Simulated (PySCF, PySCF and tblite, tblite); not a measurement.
# C₆H₈N₂: telling isomers apart by computed NMR, part 3 of 3

PySCF and tblite. Atoms count from 0. The steps go on from the part before.

### 12 Shieldings, isomer B, conformer 1: KT3/pcSseg-1 in tetrahydrofuran

The job: settings as JSON, then the geometry in Å.

```
{"job": {"xc": "KT3", "basis": "pcSseg-1", "solvent": "tetrahydrofuran", "kind": "nmr", "pop": false}, "charge": 0, "multiplicity": 1}
C      1.794535     0.246821     0.455216
C      0.489864     0.212741    -0.329395
C     -0.194198    -1.141888    -0.452019
N      0.143339    -2.279817    -0.848509
C     -1.475392    -0.646604     0.163344
C     -0.781023     0.718374     0.420443
C     -1.426545     1.865433    -0.180105
N     -1.932997     2.764155    -0.684224
H      1.673442    -0.238098     1.424241
H      2.112751     1.277183     0.614741
H      2.571843    -0.277229    -0.101777
H      0.620712     0.702039    -1.300096
H      1.100194    -2.330805    -1.203976
H     -2.311775    -0.594703    -0.535307
H     -1.792956    -1.174911     1.063088
H     -0.599392     0.906255     1.482926
```

Log:

```text
coarse grid: 13600 points
cycle   1  E = -348.2534517913  dE =  9.395e-01  |g| = 6.438e-01  |ddm| = 3.773e+00
cycle   2  E = -347.9585796042  dE =  2.949e-01  |g| = 1.289e+00  |ddm| = 1.917e+00
cycle   3  E = -348.3251593443  dE = -3.666e-01  |g| = 3.442e-01  |ddm| = 1.349e+00
cycle   4  E = -348.3544431209  dE = -2.928e-02  |g| = 5.418e-02  |ddm| = 3.023e-01
cycle   5  E = -348.3548708447  dE = -4.277e-04  |g| = 3.411e-02  |ddm| = 7.057e-02
cycle   6  E = -348.3551060077  dE = -2.352e-04  |g| = 1.249e-02  |ddm| = 3.345e-02
cycle   7  E = -348.3551414544  dE = -3.545e-05  |g| = 2.150e-03  |ddm| = 1.168e-02
cycle   8  E = -348.3551426195  dE = -1.165e-06  |g| = 5.303e-04  |ddm| = 2.470e-03
final grid: 132208 points
cycle   9  E = -348.3331765099  dE = -2.791e-04  |g| = 6.101e-03  |ddm| = 7.675e-02
cycle  10  E = -348.3331643720  dE =  1.214e-05  |g| = 9.391e-03  |ddm| = 1.508e-02
cycle  11  E = -348.3331800953  dE = -1.572e-05  |g| = 4.301e-03  |ddm| = 1.029e-02
cycle  12  E = -348.3331843142  dE = -4.219e-06  |g| = 5.550e-04  |ddm| = 3.208e-03
cycle  13  E = -348.3331843834  dE = -6.924e-08  |g| = 1.948e-04  |ddm| = 7.373e-04
cycle  14  E = -348.3331843930  dE = -9.610e-09  |g| = 3.581e-05  |ddm| = 2.433e-04
cycle  15  E = -348.3331843932  dE = -1.687e-10  |g| = 2.480e-05  |ddm| = 4.928e-05
converged SCF energy = -348.3331843932

GIAO shielding tensors (ppm)
atom      isotropic    diamagn.    paramagn.     s11        s22        s33       span
  0 C      165.250     246.079     -80.829    152.442    160.216    183.092     30.650
  1 C      126.371     251.605    -125.234    101.852    130.441    146.820     44.968
  2 C        8.189     255.811    -247.622    -88.726     -2.125    115.418    204.145
  3 N      -38.844     323.697    -362.541   -299.319    -39.658    222.446    521.765
  4 C      139.956     250.312    -110.356    114.151    144.827    160.889     46.738
  5 C      160.638     252.094     -91.455    143.357    160.828    177.730     34.374
  6 C       65.351     259.266    -193.915    -49.292    -45.212    290.557    339.849
  7 N        4.986     343.033    -338.047   -140.377   -132.461    287.797    428.174
  8 H       30.687      30.495       0.192     27.197     29.414     35.449      8.251
  9 H       30.229      29.247       0.982     26.259     28.381     36.046      9.788
 10 H       30.109      29.860       0.248     25.787     27.961     36.578     10.791
 11 H       28.222      32.561      -4.340     25.742     28.820     30.102      4.360
 12 H       21.424      34.036     -12.612     14.542     23.751     25.980     11.438
 13 H       28.204      29.093      -0.889     24.724     27.579     32.310      7.586
 14 H       28.136      29.037      -0.900     24.750     26.466     33.193      8.443
 15 H       28.992      30.062      -1.070     25.749     28.278     32.949      7.200
```

Run time: 19 s. Hardware: 1 thread of Arm Neoverse V1, shared host; peak memory 0.75 GiB.

Key values: HOMO -6.21 eV, LUMO -1.40 eV; dipole 4.25 D.

### 13 Single-point energy, isomer B, conformer 1: PBE0/6-31+G* in tetrahydrofuran

The job, as its differences from that of step 12:

```diff
@@ -1,2 +1,2 @@
-{"job": {"xc": "KT3", "basis": "pcSseg-1", "solvent": "tetrahydrofuran", "kind": "nmr", "pop": false}, "charge": 0, "multiplicity": 1}
+{"job": {"xc": "PBE0", "basis": "6-31+G*", "solvent": "tetrahydrofuran", "kind": "sp"}, "charge": 0, "multiplicity": 1}
 C      1.794535     0.246821     0.455216
```

Log:

```text
coarse grid: 13600 points
cycle   1  E = -342.5202450427  dE =  1.158e+00  |g| = 5.170e-01  |ddm| = 6.256e+00
cycle   2  E = -342.3987840952  dE =  1.215e-01  |g| = 9.139e-01  |ddm| = 4.050e+00
cycle   3  E = -342.5813686672  dE = -1.826e-01  |g| = 1.410e-01  |ddm| = 2.156e+00
cycle   4  E = -342.5859815366  dE = -4.613e-03  |g| = 3.971e-02  |ddm| = 4.989e-01
cycle   5  E = -342.5862696386  dE = -2.881e-04  |g| = 1.899e-02  |ddm| = 7.455e-02
cycle   6  E = -342.5863475348  dE = -7.790e-05  |g| = 4.030e-03  |ddm| = 4.943e-02
cycle   7  E = -342.5863513063  dE = -3.771e-06  |g| = 9.219e-04  |ddm| = 1.407e-02
final grid: 132208 points
cycle   8  E = -342.5173098358  dE = -3.320e-05  |g| = 7.508e-03  |ddm| = 1.290e-01
cycle   9  E = -342.5173083436  dE =  1.492e-06  |g| = 8.036e-03  |ddm| = 5.143e-02
cycle  10  E = -342.5173253243  dE = -1.698e-05  |g| = 8.344e-04  |ddm| = 2.666e-02
cycle  11  E = -342.5173254656  dE = -1.414e-07  |g| = 3.304e-04  |ddm| = 2.323e-03
cycle  12  E = -342.5173254876  dE = -2.200e-08  |g| = 1.186e-04  |ddm| = 1.004e-03
cycle  13  E = -342.5173254905  dE = -2.865e-09  |g| = 4.424e-05  |ddm| = 2.219e-04
cycle  14  E = -342.5173254909  dE = -3.899e-10  |g| = 1.286e-05  |ddm| = 9.322e-05
converged SCF energy = -342.5173254909
```

Wall time 11 s (1 thread of Arm Neoverse V1, shared host); peak memory 0.66 GiB.

This run: HOMO -7.55 eV, LUMO -0.50 eV; dipole 4.46 D.

### 14 The ensemble, isomer B: properties at KT3/pcSseg-1 in tetrahydrofuran

The job: settings as JSON, then the geometry in Å.

```
{"job": {"study": "conf", "smiles": "[H]/N=C1/C[C@H](C#N)[C@H]1C", "search": {"seed": 3812, "n_embed": 45, "ff_keep": 10, "window": 2.5, "nmax": 5, "temps": [250, 298.15, 350], "t_ref": 298.15, "order": 0.002}, "level": {"nmr": {"xc": "KT3", "basis": "pcSseg-1", "solvent": "tetrahydrofuran"}, "sp": {"xc": "PBE0", "basis": "6-31+G*", "solvent": "tetrahydrofuran"}, "alter": {"geometry": "GFN1-xTB"}, "change": "KT3/pcSseg-1; solvent tetrahydrofuran; energies PBE0/6-31+G*; GFN1-xTB geometries"}, "kind": "conf"}, "charge": 0, "multiplicity": 1}
C      1.794535     0.246821     0.455216
C      0.489864     0.212741    -0.329395
C     -0.194198    -1.141888    -0.452019
N      0.143339    -2.279817    -0.848509
C     -1.475392    -0.646604     0.163344
C     -0.781023     0.718374     0.420443
C     -1.426545     1.865433    -0.180105
N     -1.932997     2.764155    -0.684224
H      1.673442    -0.238098     1.424241
H      2.112751     1.277183     0.614741
H      2.571843    -0.277229    -0.101777
H      0.620712     0.702039    -1.300096
H      1.100194    -2.330805    -1.203976
H     -2.311775    -0.594703    -0.535307
H     -1.792956    -1.174911     1.063088
H     -0.599392     0.906255     1.482926
```

Log:

```text
conformer  sym    E(xTB)   E(DFT)   G(298.15 K)  weight  dipole/D
    1     C1      0.000    0.000    0.000   1.0000    4.457

mean shielding (ppm) by class
class atoms           250 K   298.15 K      350 K
  0 C  0             165.25     165.25     165.25
  1 C  1            126.371    126.371    126.371
  2 C  2              8.189      8.189      8.189
  3 N  3            -38.844    -38.844    -38.844
  4 C  4            139.956    139.956    139.956
  5 C  5            160.638    160.638    160.638
  6 C  6             65.351     65.351     65.351
  7 N  7              4.986      4.986      4.986
  8 H  8,9,10        30.341     30.341     30.341
  9 H  11            28.222     28.222     28.222
 10 H  12            21.424     21.424     21.424
 11 H  13            28.204     28.204     28.204
 12 H  14            28.137     28.137     28.137
 13 H  15            28.992     28.992     28.992
```

It took 31 s on 1 thread of Arm Neoverse V1, shared host. This counts the runs that the step sums up.

Against the first level, at 298 K (shieldings, ppm; largest changes first):

| atoms | KT3/pcSseg-1 in dimethylsulfoxide | KT3/pcSseg-1 in tetrahydrofuran | change |
| --- | --- | --- | --- |
| N3 | -32.2 | -38.8 | -6.6 |
| N7 | 10.6 | 5.0 | -5.6 |
| C5 | 163.0 | 160.6 | -2.4 |
| C2 | 9.3 | 8.2 | -1.1 |
| C0 | 166.2 | 165.2 | -1.0 |
| C6 | 65.0 | 65.4 | +0.4 |
| C4 | 140.3 | 140.0 | -0.3 |
| H14 | 28.27 | 28.14 | -0.13 |
| C1 | 126.3 | 126.4 | +0.1 |
| H13 | 28.29 | 28.20 | -0.09 |

Weights: from PBE0/def2-SVP in dimethylsulfoxide energies 1: 100 %; from PBE0/6-31+G* in tetrahydrofuran energies 1: 100 % (with a dispersion term where the level has one and the same thermal terms, so they don't follow from the SCF energies alone). Times: 58 s and 31 s.

### 15 Assigning the signals

The job: settings as JSON, then the geometry in Å.

```
{"job": {"study": "set", "relation": "diastereomers", "members": [{"smiles": "[CH3:1][C@@H:2]1[C:3](=[NH:4])[CH2:5][C@@H:6]1[C:7]#[N:8]"}, {"smiles": "[CH3:1][C@H:2]1[C:3](=[NH:4])[CH2:5][C@@H:6]1[C:7]#[N:8]"}], "charge": 0, "search": {"seed": 3812, "n_embed": 45, "ff_keep": 10, "window": 2.5, "nmax": 5, "temps": [250, 298.15, 350], "t_ref": 298.15, "order": 0.002}, "level": {"nmr": {"xc": "KT3", "basis": "pcSseg-1", "solvent": "dimethylsulfoxide"}, "sp": {"xc": "PBE0", "basis": "def2-SVP", "solvent": "dimethylsulfoxide"}, "j": {"xc": "B3LYP", "basis": {"default": "6-31G*", "H": "pcJ-1"}, "nuclei": ["H", "F", "P", "Si", "B"]}}, "dp4": {"C": [1.5, 10], "H": [0.15, 10]}, "second_levels": [{"nmr": {"xc": "KT3", "basis": "pcSseg-1", "solvent": "tetrahydrofuran"}, "wide": true, "sp": {"xc": "PBE0", "basis": "6-31+G*", "solvent": "tetrahydrofuran"}, "alter": {"geometry": "GFN1-xTB"}, "change": "KT3/pcSseg-1; solvent tetrahydrofuran; energies PBE0/6-31+G*; GFN1-xTB geometries"}], "kind": "set"}, "charge": 0, "multiplicity": 1}
C      1.720296    -0.051370     0.081716
C      0.326745    -0.102764     0.689796
C     -0.605131    -1.139119     0.077727
N     -0.642478    -2.380154    -0.036648
C     -1.570951    -0.099139    -0.411701
C     -0.679535     0.994056     0.229473
C     -0.164610     1.959634    -0.697434
N      0.240683     2.721239    -1.448435
H      1.663210    -0.012557    -1.004346
H      2.257016     0.829518     0.428630
H      2.285082    -0.936839     0.367410
H      0.397751    -0.180048     1.778263
H      0.137771    -2.886892     0.375846
H     -1.641664    -0.048533    -1.497663
H     -2.575757    -0.181191    -0.002300
H     -1.156026     1.523104     1.058256
```

Log:

```text
isomer  G rel   conformers  SMILES
A     0.626      1   [H]/N=C1/C[C@H](C#N)[C@@H]1C
B     0.000      1   [H]/N=C1/C[C@H](C#N)[C@H]1C

signals of isomer B at the second level: probabilities [1e-05, 0.99999]
```

Wall time 2.6 min (1 thread of Arm Neoverse V1, shared host); peak memory 0.92 GiB. This counts the whole study up to here.

The 2 candidates (diastereomers), with energies and dipoles from their ensembles above, at 298 K; shieldings at KT3/pcSseg-1 in dimethylsulfoxide:

| isomer | SMILES | conformers | ΔE | ΔG | μ rms (D) |
| --- | --- | --- | --- | --- | --- |
| A | [H]/N=C1/C[C@H](C#N)[C@@H]1C | 1 | 0.57 | 0.63 | 4.40 |
| B | [H]/N=C1/C[C@H](C#N)[C@H]1C | 1 | 0.00 | 0.00 | 4.35 |

Energies in kcal/mol.

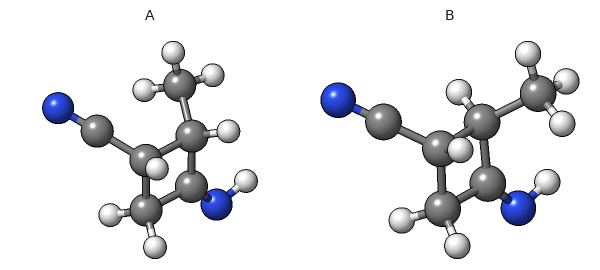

The leading conformer of each candidate.

The signals of isomer B, computed at a second level (KT3/pcSseg-1 in tetrahydrofuran on GFN1-xTB geometries), stand in for a spectrum. The test takes 6 C values, 5 H values (hydrogens on carbon alone). Each candidate's shieldings are matched to them by assigned atoms (like hydrogens of one group may swap) by a straight-line fit, or by a shift alone where signals are few or close (slope 1; a small slope inflates the errors), and the errors are weighed by Student-t tails (C: width 1.5 ppm, H: width 0.15 ppm).

| candidate | C slope | C mean error | C largest | H slope | H mean error | H largest | P(C) | P(H) | P(all) |
| --- | --- | --- | --- | --- | --- | --- | --- | --- | --- |
| A | 1.01 | 1.3 | 3.1 | 0.92 | 0.25 | 0.61 | 4.4 | 0.0 | 0.0 |
| B | 1.00 | 0.8 | 1.4 | 1.00 | 0.06 | 0.12 | 95.6 | 100.0 | 100.0 |

Errors in ppm, probabilities in per cent.

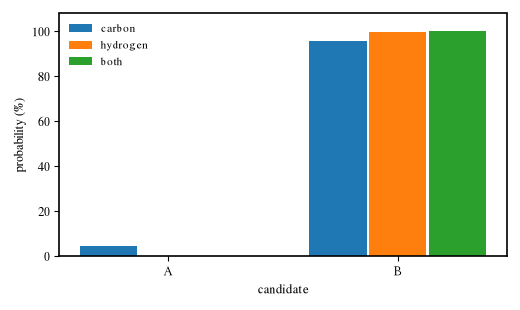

Probabilities for the signals of isomer B.

### 16 What came out

The summary covers parts 1 to 3.

| quantity | value |
| --- | --- |
| conformers, isomer A | 1; the first in weight is no. 1 (C1), 100 % at 298 K |
| root-mean-square dipole, isomer A | 4.40 D |
| averaged ¹³C shifts, isomer A (KT3/pcSseg-1 in dimethylsulfoxide) | 177.0, 118.3, 53.6, 45.6, 21.5, 18.2 ppm |
| averaged ¹H shifts, isomer A (KT3/pcSseg-1 in dimethylsulfoxide) | 10.32, 3.61, 3.53, 3.46, 3.41, 1.43 ppm |
| conformers, isomer B | 1; the first in weight is no. 1 (C1), 100 % at 298 K |
| root-mean-square dipole, isomer B | 4.35 D |
| averaged ¹³C shifts, isomer B (KT3/pcSseg-1 in dimethylsulfoxide) | 176.2, 120.6, 59.3, 45.3, 22.5, 19.3 ppm |
| averaged ¹H shifts, isomer B (KT3/pcSseg-1 in dimethylsulfoxide) | 10.33, 3.59, 3.47, 3.45, 2.73, 1.35 ppm |
| lowest in free energy | isomer B |
| signals of B (KT3/pcSseg-1 in tetrahydrofuran on GFN1-xTB geometries) | best fit B, 100 % |

**Reading.** The search found one conformer for isomer A in the window, so the averages are its own values. Protons on O, N, S or Se exchange and bind to solvent, so their values hold for the lone molecule only. The search found one conformer for isomer B in the window, so the averages are its own values. Going from KT3/pcSseg-1 in dimethylsulfoxide to KT3/pcSseg-1 in tetrahydrofuran moves N3 of isomer B most, by 6.6 ppm of raw shielding (the geometries differ too). The test names the right isomer, B, with 100 %. The stand-in spectrum is computed, so it shares conformers and some errors with the candidates; a measured one would test harder.
